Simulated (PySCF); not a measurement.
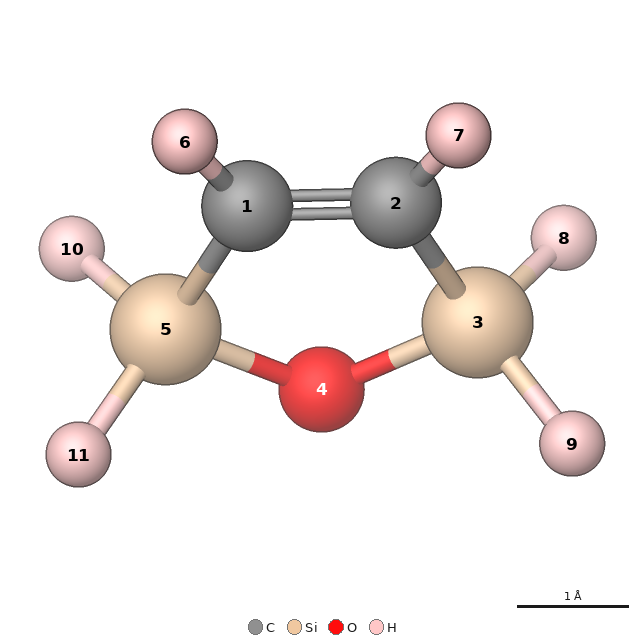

Orthographic view. Depth is shown by fading: the farther an atom, the more it takes the colour of the background. Computed geometry: PBE0-D3(BJ)/def2-SVP optimisation. No frequency run is at hand to confirm it as a minimum.

Write a MOL file (V2000) with the atoms in numerical order, bonds sorted by atom number with the orders drawn, and coordinates in the frame of the picture: x right, y up, z towards the viewer, origin at the mean position.

```
C2H6OSi2
                    3D

 11 11  0  0  0  0  0  0  0  0999 V2000
   -0.6700    0.7000    0.8700 C   0  0  0  0  0  0  0  0  0  0  0  0
    0.6700    0.7300    0.8500 C   0  0  0  0  0  0  0  0  0  0  0  0
    1.4200   -0.3600   -0.5000 Si  0  0  0  0  0  4  0  0  0  0  0  0
    0.0000   -0.9700   -1.1600 O   0  0  0  0  0  0  0  0  0  0  0  0
   -1.4200   -0.4200   -0.4500 Si  0  0  0  0  0  4  0  0  0  0  0  0
   -1.2400    1.2800    1.6100 H   0  0  0  0  0  0  0  0  0  0  0  0
    1.2400    1.3400    1.5600 H   0  0  0  0  0  0  0  0  0  0  0  0
    2.2000    0.4100   -1.5100 H   0  0  0  0  0  0  0  0  0  0  0  0
    2.2700   -1.4600    0.0400 H   0  0  0  0  0  0  0  0  0  0  0  0
   -2.2700    0.3100   -1.4300 H   0  0  0  0  0  0  0  0  0  0  0  0
   -2.2000   -1.5600    0.1200 H   0  0  0  0  0  0  0  0  0  0  0  0
  1  2  2  0
  1  5  1  0
  1  6  1  0
  2  3  1  0
  2  7  1  0
  3  4  1  0
  3  8  1  0
  3  9  1  0
  4  5  1  0
  5 10  1  0
  5 11  1  0
M  END
```
